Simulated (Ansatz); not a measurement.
## AlN: response to strain

The parent structure is AlN in the wurtzite structure (space group P6_3mc, No. 186; a = 3.130 Å, c = 5.018 Å).

Strains are applied to the cell and any free atomic positions relax.

Level of theory: Ansatz (a first-principles code) PBE, spin-orbit coupling left out.

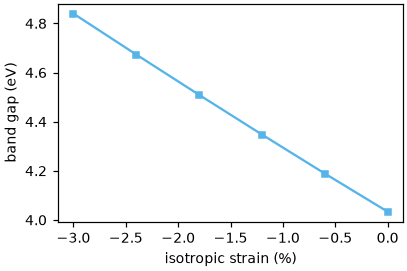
Figure. Band gap against isotropic strain

**Question.** From the plot, what is the band gap for isotropic strain −1.80 %?

**Answer.** About 4.51 eV.

**Question.** Is the trend monotonic over the range shown?

**Answer.** Yes, it falls throughout, spanning 4.03 eV to 4.84 eV.

Whether these cells are dynamically stable was not tested.
